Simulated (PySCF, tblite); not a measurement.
# n-tert-butylethylamine (C6H15N): a rotation path, then NMR shifts on frames

How do NMR shifts of n-tert-butylethylamine (C6H15N) (`CCNC(C)(C)C`) change as the atoms move?

Programs: tblite 0.8.0 and PySCF 2.14.0, with density-fitted response routines of our own. Each step states its level of theory. These are calculated values for one molecule in the gas phase, unless marked as measured. Atoms count from 0, in the outputs and in this text.

## Step 1: Starting geometry

22 atoms, charge 0, multiplicity 1; geometry from: GFN2-xTB.

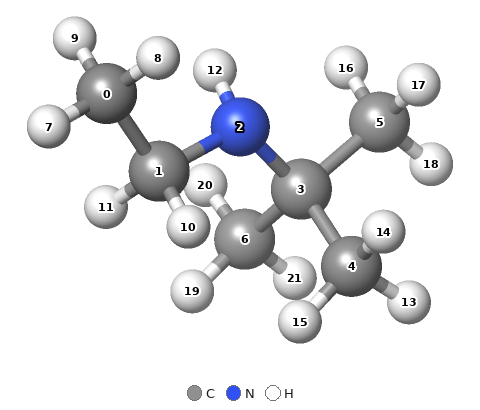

The starting geometry (carbon grey, nitrogen blue, hydrogen white), atoms numbered.

## Step 2: A band between two rotamers with GFN2-xTB

Job settings and geometry (Å):

```
{"job": {"kind": "neb", "xc": "GFN2-xTB", "basis": "xTB", "atoms": [4, 3, 2, 1], "turn": 120}, "charge": 0, "multiplicity": 1}
C      2.884222     0.548621    -0.047188
C      1.574374    -0.127311    -0.433129
N      0.485218     0.471145     0.313815
C     -0.869111    -0.022816     0.083012
C     -1.266690     0.241315    -1.372223
C     -1.783762     0.792534     1.004468
C     -1.036985    -1.518446     0.406136
H      3.701400     0.157669    -0.648181
H      2.807237     1.620383    -0.208118
H      3.111046     0.373916     1.002838
H      1.388861     0.037382    -1.497009
H      1.669359    -1.215076    -0.268309
H      0.693118     0.410797     1.306389
H     -2.334752     0.085339    -1.500238
H     -1.026703     1.267886    -1.635690
H     -0.742833    -0.427125    -2.050333
H     -1.541109     0.605502     2.048594
H     -1.653505     1.852786     0.806439
H     -2.825474     0.528843     0.841540
H     -0.457571    -2.131521    -0.280197
H     -0.704879    -1.727178     1.422280
H     -2.081874    -1.805261     0.318892
```

Level: GFN2-xTB climbing-image nudged elastic band, gas phase.

Launch:

```sh
> OMP_NUM_THREADS=1 python probes_run.py task.json out
```

This one command runs all jobs of the session in turn.

Output:

```text
image   E - E0 / eV
  0       0.0000
  1       0.0139
  2       0.0584
  3       0.1123
  4       0.1287
  5       0.0879
  6       0.0350
  7       0.0157
  8      -0.0001
```

Wall time 2.6 s (1 thread of Arm Neoverse V2, shared host); peak memory 0.18 GiB.

The final band, with the dihedral C4–C3–N2–C1:

| image | dihedral (°) | energy (eV) | energy (kcal/mol) |
| --- | --- | --- | --- |
| 0 | -63 | 0.000 | 0.0 |
| 1 | -49 | 0.014 | 0.3 |
| 2 | -33 | 0.058 | 1.3 |
| 3 | -15 | 0.112 | 2.6 |
| 4 | 3 | 0.129 | 3.0 |
| 5 | 21 | 0.088 | 2.0 |
| 6 | 37 | 0.035 | 0.8 |
| 7 | 51 | 0.016 | 0.4 |
| 8 | 60 | 0.000 | 0.0 |

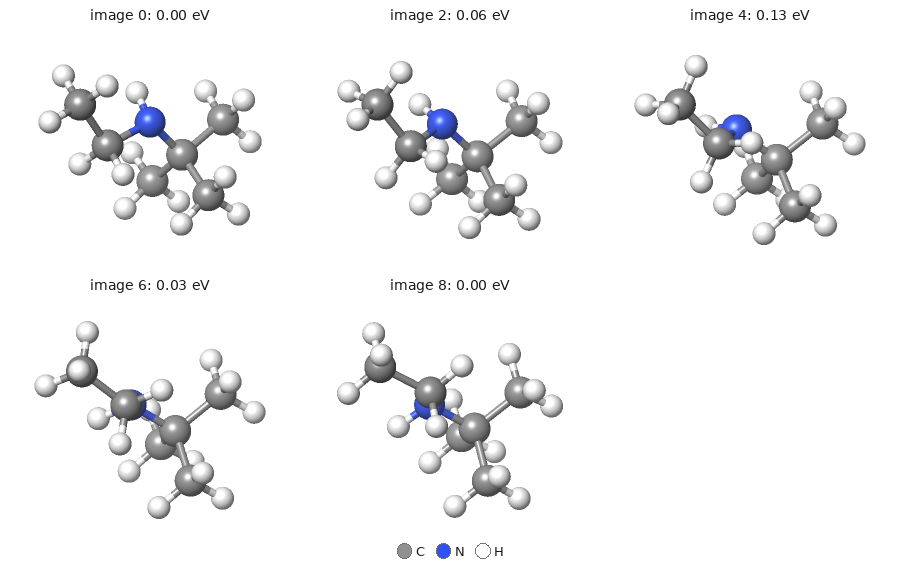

Images along the band.

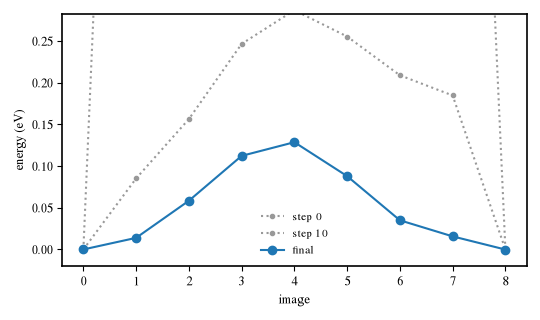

Energy along the band, early and final.

## Step 3: Shielding tensors: image 0, PBE0/pcSseg-1

Job settings and geometry (Å):

```
{"job": {"kind": "nmr", "xc": "PBE0", "basis": "pcSseg-1", "pop": false}, "charge": 0, "multiplicity": 1}
C      2.884200     0.548600    -0.047200
C      1.574400    -0.127300    -0.433100
N      0.485200     0.471100     0.313800
C     -0.869100    -0.022800     0.083000
C     -1.266700     0.241300    -1.372200
C     -1.783800     0.792500     1.004500
C     -1.037000    -1.518400     0.406100
H      3.701400     0.157700    -0.648200
H      2.807200     1.620400    -0.208100
H      3.111000     0.373900     1.002800
H      1.388900     0.037400    -1.497000
H      1.669400    -1.215100    -0.268300
H      0.693100     0.410800     1.306400
H     -2.334800     0.085300    -1.500200
H     -1.026700     1.267900    -1.635700
H     -0.742800    -0.427100    -2.050300
H     -1.541100     0.605500     2.048600
H     -1.653500     1.852800     0.806400
H     -2.825500     0.528800     0.841500
H     -0.457600    -2.131500    -0.280200
H     -0.704900    -1.727200     1.422300
H     -2.081900    -1.805300     0.318900
```

Level: GIAO PBE0/pcSseg-1 NMR shielding, non-relativistic, gas phase.

Output:

```text
coarse grid: 16880 points
cycle   1  E = -291.9125003965  dE =  5.079e-01  |g| = 5.118e-01  |ddm| = 3.836e+00
cycle   2  E = -291.9006052665  dE =  1.190e-02  |g| = 5.690e-01  |ddm| = 1.034e+00
cycle   3  E = -291.9816255115  dE = -8.102e-02  |g| = 4.909e-02  |ddm| = 5.825e-01
cycle   4  E = -291.9819591821  dE = -3.337e-04  |g| = 2.860e-02  |ddm| = 6.950e-02
cycle   5  E = -291.9821335220  dE = -1.743e-04  |g| = 3.447e-03  |ddm| = 2.927e-02
cycle   6  E = -291.9821357956  dE = -2.274e-06  |g| = 9.351e-04  |ddm| = 3.663e-03
final grid: 158824 points
cycle   7  E = -292.0247977934  dE = -6.620e-05  |g| = 1.073e-02  |ddm| = 4.405e-02
cycle   8  E = -292.0247882405  dE =  9.553e-06  |g| = 1.235e-02  |ddm| = 2.176e-02
cycle   9  E = -292.0248276210  dE = -3.938e-05  |g| = 8.223e-04  |ddm| = 1.246e-02
cycle  10  E = -292.0248277521  dE = -1.311e-07  |g| = 3.194e-04  |ddm| = 1.113e-03
cycle  11  E = -292.0248277740  dE = -2.188e-08  |g| = 4.727e-05  |ddm| = 2.862e-04
cycle  12  E = -292.0248277743  dE = -3.394e-10  |g| = 2.451e-05  |ddm| = 5.536e-05
converged SCF energy = -292.0248277743

GIAO shielding tensors (ppm)
atom      isotropic    diamagn.    paramagn.     s11        s22        s33       span
  0 C      168.014     246.155     -78.140    153.766    162.613    187.664     33.898
  1 C      146.445     246.106     -99.661    131.185    140.131    168.019     36.834
  2 N      176.493     323.126    -146.633    133.418    170.503    225.558     92.140
  3 C      135.290     240.940    -105.650    119.679    129.563    156.629     36.950
  4 C      157.691     248.594     -90.904    136.848    149.524    186.701     49.853
  5 C      151.263     247.816     -96.553    128.776    137.572    187.442     58.666
  6 C      158.062     249.325     -91.264    129.829    156.335    188.022     58.193
  7 H       30.460      27.730       2.729     26.014     27.553     37.811     11.797
  8 H       30.356      29.492       0.864     26.256     28.671     36.141      9.885
  9 H       30.826      29.853       0.973     26.681     29.217     36.579      9.899
 10 H       29.148      32.667      -3.518     23.433     30.746     33.266      9.832
 11 H       28.725      32.366      -3.641     22.914     29.491     33.769     10.855
 12 H       31.985      37.881      -5.896     23.511     34.053     38.391     14.880
 13 H       30.735      31.630      -0.895     27.035     28.552     36.618      9.583
 14 H       30.638      31.711      -1.072     27.307     27.956     36.653      9.346
 15 H       30.319      32.248      -1.929     26.397     29.135     35.426      9.029
 16 H       30.777      31.794      -1.017     27.478     28.514     36.340      8.862
 17 H       30.337      31.205      -0.867     27.068     28.004     35.940      8.871
 18 H       30.705      31.322      -0.617     26.992     28.149     36.974      9.982
 19 H       29.895      32.246      -2.351     25.852     28.885     34.947      9.095
 20 H       31.143      32.279      -1.136     28.023     28.295     37.112      9.089
 21 H       30.579      31.712      -1.133     26.882     28.300     36.555      9.673
```

Wall time 25 s (1 thread of Arm Neoverse V2, shared host); peak memory 0.88 GiB.

Shifts follow as δ = σ(reference) − σ, with reference shieldings (ppm) from runs at the same level and on the same kind of geometry: 1H TMS 31.72, 13C TMS 186.9, 15N NH3 267.7. The references are single molecules in the gas phase, so shifts against H2O, NH3, PH3, H3PO4 or CFCl3 are not on the usual liquid scales and can be off by tens of ppm. Each atom is listed at this fixed geometry, with no averaging over motion; a spectrum would average atoms that exchange fast.

| atoms | environment | σ (ppm) | δ (ppm) |
| --- | --- | --- | --- |
| C3 | fully substituted sp3 carbon bonded to N | 135.3 | 51.6 |
| C1 | sp3 CH2 bonded to N | 146.4 | 40.5 |
| C5 | methyl carbon | 151.3 | 35.7 |
| C4 | methyl carbon | 157.7 | 29.2 |
| C6 | methyl carbon | 158.1 | 28.9 |
| C0 | methyl carbon | 168.0 | 18.9 |
| H11 | hydrogen on an sp3 CH2 bonded to N | 28.72 | 2.99 |
| H10 | hydrogen on an sp3 CH2 bonded to N | 29.15 | 2.57 |
| H19 | hydrogen on a methyl carbon | 29.89 | 1.82 |
| H15 | hydrogen on a methyl carbon | 30.32 | 1.40 |
| H17 | hydrogen on a methyl carbon | 30.34 | 1.38 |
| H8 | hydrogen on a methyl carbon | 30.36 | 1.36 |
| H7 | hydrogen on a methyl carbon | 30.46 | 1.26 |
| H21 | hydrogen on a methyl carbon | 30.58 | 1.14 |
| H14 | hydrogen on a methyl carbon | 30.64 | 1.08 |
| H18 | hydrogen on a methyl carbon | 30.70 | 1.01 |
| H13 | hydrogen on a methyl carbon | 30.74 | 0.98 |
| H16 | hydrogen on a methyl carbon | 30.78 | 0.94 |
| H9 | hydrogen on a methyl carbon | 30.83 | 0.89 |
| H20 | hydrogen on a methyl carbon | 31.14 | 0.57 |
| H12 | hydrogen on an amine nitrogen | 31.98 | -0.27 |
| N2 | amine nitrogen | 176.5 | 91.2 |

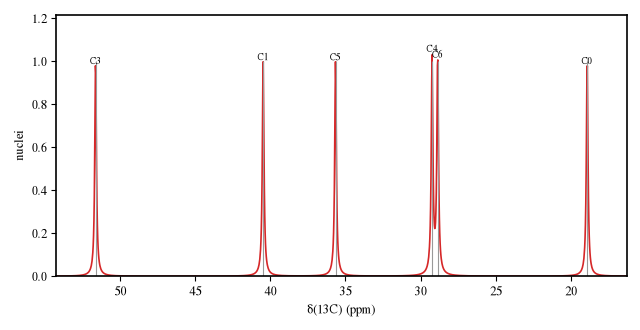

13C lines at the computed shifts, without couplings. Lines are broadened to a width of 0.13 ppm (Lorentzian).

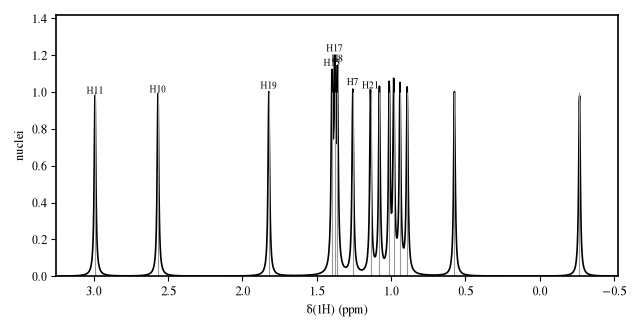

1H lines at the computed shifts, without couplings. Lines are broadened to a width of 0.01 ppm (Lorentzian).

## Step 4: NMR shieldings: image 2, PBE0/pcSseg-1

Job settings and geometry (Å):

```
{"job": {"kind": "nmr", "xc": "PBE0", "basis": "pcSseg-1", "pop": false}, "charge": 0, "multiplicity": 1}
C      2.890900     0.576000    -0.016200
C      1.557400     0.088000    -0.570800
N      0.516700     0.315500     0.408700
C     -0.863300    -0.080900     0.123800
C     -1.198100     0.055800    -1.361900
C     -1.748900     0.887300     0.920600
C     -1.154300    -1.524900     0.571100
H      3.650600     0.549200    -0.793300
H      2.788400     1.597000     0.340900
H      3.217700    -0.049700     0.811800
H      1.318000     0.674800    -1.460300
H      1.659800    -0.969100    -0.876300
H      0.793600    -0.091300     1.297200
H     -2.263200    -0.108600    -1.503400
H     -0.954800     1.051400    -1.723700
H     -0.657000    -0.680000    -1.951400
H     -1.571100     0.768000     1.986400
H     -1.506800     1.909900     0.643900
H     -2.800100     0.702600     0.715900
H     -0.531600    -2.230500     0.024000
H     -0.957300    -1.643900     1.635900
H     -2.196900    -1.777100     0.390800
```

Level: GIAO PBE0/pcSseg-1 NMR shielding, non-relativistic, gas phase.

Output:

```text
coarse grid: 16880 points
cycle   1  E = -291.9087853014  dE =  5.062e-01  |g| = 5.133e-01  |ddm| = 3.832e+00
cycle   2  E = -291.8965627814  dE =  1.222e-02  |g| = 5.717e-01  |ddm| = 1.041e+00
cycle   3  E = -291.9782809064  dE = -8.172e-02  |g| = 4.938e-02  |ddm| = 5.860e-01
cycle   4  E = -291.9786205613  dE = -3.397e-04  |g| = 2.870e-02  |ddm| = 6.938e-02
cycle   5  E = -291.9787960388  dE = -1.755e-04  |g| = 3.421e-03  |ddm| = 2.880e-02
cycle   6  E = -291.9787983039  dE = -2.265e-06  |g| = 8.824e-04  |ddm| = 3.760e-03
final grid: 158824 points
cycle   7  E = -292.0214294811  dE = -8.310e-05  |g| = 1.104e-02  |ddm| = 5.191e-02
cycle   8  E = -292.0214203797  dE =  9.101e-06  |g| = 1.254e-02  |ddm| = 2.230e-02
cycle   9  E = -292.0214611540  dE = -4.077e-05  |g| = 7.794e-04  |ddm| = 1.240e-02
cycle  10  E = -292.0214612657  dE = -1.118e-07  |g| = 3.542e-04  |ddm| = 1.161e-03
cycle  11  E = -292.0214612928  dE = -2.710e-08  |g| = 5.157e-05  |ddm| = 3.094e-04
cycle  12  E = -292.0214612933  dE = -4.310e-10  |g| = 2.486e-05  |ddm| = 6.542e-05
converged SCF energy = -292.0214612933

GIAO shielding tensors (ppm)
atom      isotropic    diamagn.    paramagn.     s11        s22        s33       span
  0 C      167.907     246.314     -78.408    153.098    162.334    188.289     35.191
  1 C      145.275     245.797    -100.522    132.159    138.483    165.184     33.026
  2 N      182.109     323.815    -141.706    133.284    173.759    239.283    105.999
  3 C      135.313     240.127    -104.814    120.928    127.031    157.980     37.052
  4 C      159.071     249.449     -90.378    146.553    149.360    181.300     34.747
  5 C      148.887     247.173     -98.286    124.615    137.290    184.754     60.139
  6 C      155.845     248.938     -93.093    128.185    151.608    187.741     59.556
  7 H       30.447      27.720       2.727     26.030     27.552     37.758     11.729
  8 H       30.436      29.581       0.855     26.469     28.849     35.990      9.521
  9 H       30.805      29.792       1.013     26.633     29.135     36.647     10.014
 10 H       29.121      32.711      -3.590     23.227     30.821     33.315     10.087
 11 H       28.679      32.205      -3.526     23.175     28.808     34.055     10.880
 12 H       32.175      37.987      -5.812     23.623     34.453     38.450     14.826
 13 H       30.822      31.763      -0.941     27.128     28.686     36.651      9.522
 14 H       30.472      32.254      -1.783     26.943     28.184     36.288      9.345
 15 H       30.483      32.404      -1.921     26.677     28.999     35.773      9.096
 16 H       30.563      31.557      -0.994     27.532     28.244     35.913      8.381
 17 H       30.355      31.176      -0.821     27.144     28.328     35.593      8.449
 18 H       30.798      31.386      -0.588     26.917     28.293     37.184     10.267
 19 H       30.099      31.982      -1.883     26.379     28.555     35.363      8.984
 20 H       31.071      32.184      -1.113     27.907     28.537     36.768      8.861
 21 H       30.643      31.499      -0.856     26.685     28.269     36.975     10.290
```

Run time: 24 s. Hardware: 1 thread of Arm Neoverse V2, shared host; peak memory 0.88 GiB.

This run: δ C3 51.6, C1 41.6, C5 38.0, C6 31.1, H11 3.04, H10 2.60 ppm.

(Part 1 of 2 ends here.)
